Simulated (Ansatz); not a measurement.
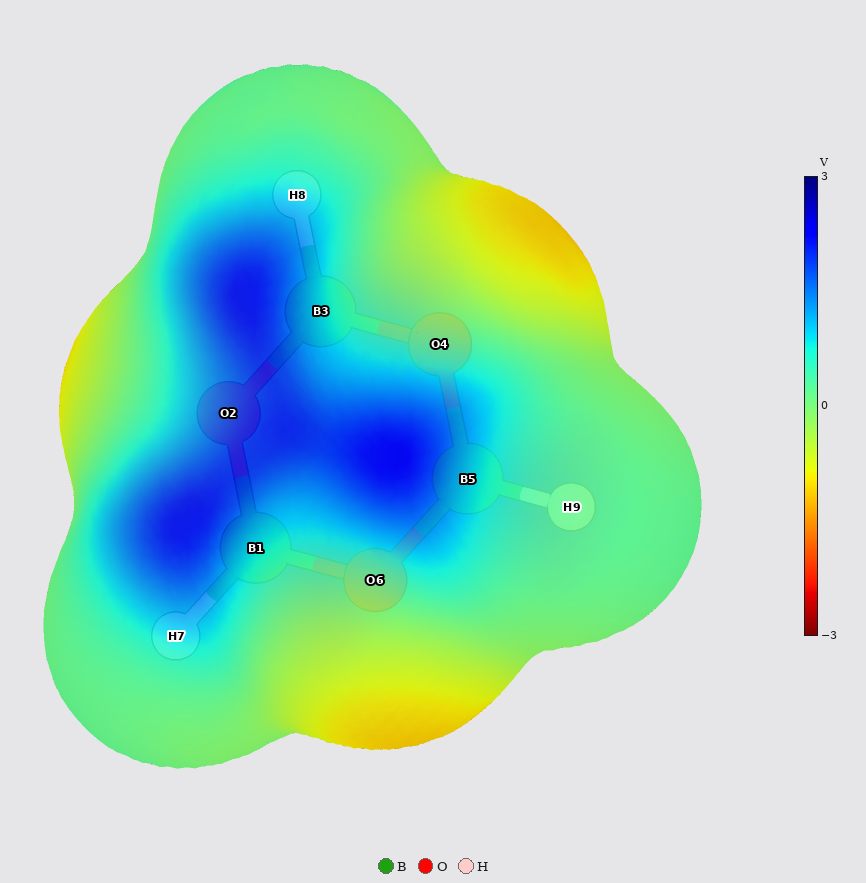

Figure. B₃H₃O₃ (SMILES B1OBOBO1). The molecular electrostatic potential painted on the density surface at 0.002 e/bohr³, seen at a tilt; the colour scale runs from red (negative) to blue (positive).

Geometry: PBE0-D4/def2-TZVP.

All numbers below come from isolated molecule in a Gaussian basis; Hartree-Fock in Ansatz 0.2.0.

```yaml
atoms:
  - { symbol: B, position_ang: [1.3016, 0.1158, -0.4247] }
  - { symbol: O, position_ang: [0.6128, -1.0535, -0.6248] }
  - { symbol: B, position_ang: [-0.6869, -1.1727, -0.2023] }
  - { symbol: O, position_ang: [-1.2974, -0.1154, 0.4232] }
  - { symbol: B, position_ang: [-0.6148, 1.0569, 0.6269] }
  - { symbol: O, position_ang: [0.6846, 1.1689, 0.2016] }
  - { symbol: H, position_ang: [2.4293, 0.2162, -0.7926] }
  - { symbol: H, position_ang: [-1.2819, -2.1887, -0.3775] }
  - { symbol: H, position_ang: [-1.1473, 1.9725, 1.1701] }
```

Question: Which sites attract a positive test charge, and which a negative one?

Answer: A positive charge is drawn to the negative regions and a negative charge to the positive ones. The most negative region (about −1.2 V) lies over O2, O4 and O6, the most positive (about +2.3 V) over B1, B3 and B5.

Question: What dipole moment does the calculation give?

Answer: Its dipole moment is zero.
